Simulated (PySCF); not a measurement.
C6H7FN2Si

| atom | x (Å) | y (Å) | z (Å) |
| --- | --- | --- | --- |
| C | -2.2987 | -0.1425 | 0.9193 |
| C | -1.5299 | 0.0306 | -0.3848 |
| F | -2.1008 | -0.7748 | -1.3536 |
| C | -0.0763 | -0.3610 | -0.2205 |
| C | 0.1343 | -1.7146 | 0.1227 |
| N | 0.2657 | -2.8149 | 0.4174 |
| C | 0.9540 | 0.4960 | -0.3620 |
| Si | 2.8015 | 0.0597 | -0.1411 |
| C | 0.7157 | 1.8384 | -0.6969 |
| N | 0.5882 | 2.9469 | -0.9682 |
| H | -2.2302 | -1.1754 | 1.2561 |
| H | -3.3451 | 0.1052 | 0.7589 |
| H | -1.8880 | 0.5146 | 1.6815 |
| H | -1.6058 | 1.0592 | -0.7622 |
| H | 3.2366 | 0.7905 | 1.0489 |
| H | 2.8998 | -1.3839 | 0.0220 |
| H | 3.4718 | 0.5381 | -1.3476 |

Geometry: GFN2-xTB.

These are results of PBE0/pcSseg-1, SCF density, gas phase, non-relativistic in PySCF 2.14.0, not measurements.

Question: Predict the electron density and electron localisation function between the atoms.

Answer: C–N (1.15 Å): ρ at the midpoint is about 3.6 e/Å³; the ELF peaks at about 0.90 between the atoms; a short, multiple covalent bond.
C–C (1.35 Å): ρ is about 2.2 e/Å³ halfway; the ELF peaks at about 0.90 between the atoms; localised, covalent bonding.
C–Si (1.91 Å): ρ at the midpoint is about 0.88 e/Å³; the ELF peaks at about 0.95 between the atoms, as expected for localised, covalent bonding.
C–H (1.10 Å): ρ at the midpoint is about 2.1 e/Å³; the ELF climbs to about 1 towards the hydrogen, as it does in any bond to H: a covalent bond by its length.

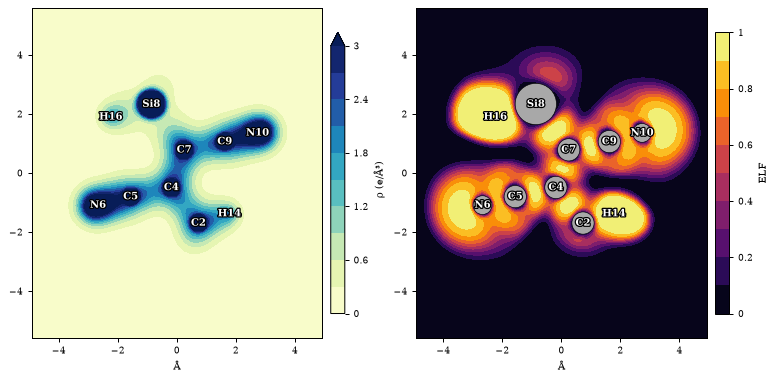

Computed electron density and electron localisation function on the plane of atoms C2, C4 and C7, in this order. Grey discs cover the atomic cores in the ELF map. 
